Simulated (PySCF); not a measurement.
# C2HNO (Cyanoformaldehyde): the cost of one run

Computed with PySCF 2.14.0 and routines of our own; the level stands in each step. Atoms count from 0.

### 1 The starting structure

5 atoms, charge 0, multiplicity 1; geometry from: GFN2-xTB.

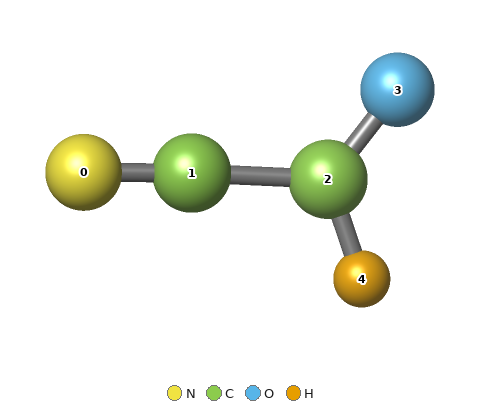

The starting geometry (nitrogen yellow, carbon green, oxygen blue, hydrogen amber).

### 2 Relaxing the molecule at PBE/def2-TZVP

Job settings and geometry (Å):

```
{"job": {"xc": "PBE", "basis": "def2-TZVP", "grid": 1, "kind": "geom"}, "charge": 0, "multiplicity": 1}
N      1.906751    -0.228252     0.569803
C      0.819149    -0.068477     0.251820
C     -0.557180     0.080282    -0.167948
O     -1.195267     1.089680    -0.104060
H     -0.964831    -0.870381    -0.566801
```

Started as:

```sh
OMP_NUM_THREADS=1 python excited_run.py task.json out
```

One launch serves the whole session: the jobs run in the order shown.

Q: Estimate the wall time and peak memory of this first job on 1 thread of Arm Neoverse V1, shared host.

About 34 s, with a peak of 0.43 GiB.
